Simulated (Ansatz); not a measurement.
**A computed series for hypothetical I4_132 As: pressure series**

Take As (space group I4_132, No. 214; a = 6.994 Å; a hypothetical phase, not in the database extracts checked) as the base.

Cell and atoms are relaxed at each pressure.

Levels (all Ansatz, a program for electronic structure, PAW): PBE (420 eV, no spin-orbit coupling); PBEsol (420 eV, spin-orbit coupling left out).

The base cell above is that of PBE; each level relaxes its own structures.

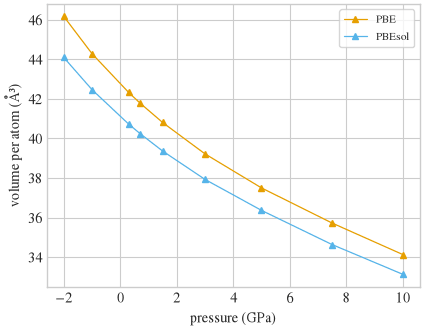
Fig. 1. Volume per atom under two levels

Problem. How do the two levels compare along the series?

Solution. PBE lies above PBEsol in every row, by 1.00 Å³ to 2.08 Å³. They put the cases in the same order.

Load acts through the strain it causes; cell and atoms are relaxed under it. Whether these cells are dynamically stable was not tested. Competing high-pressure phases were not computed.
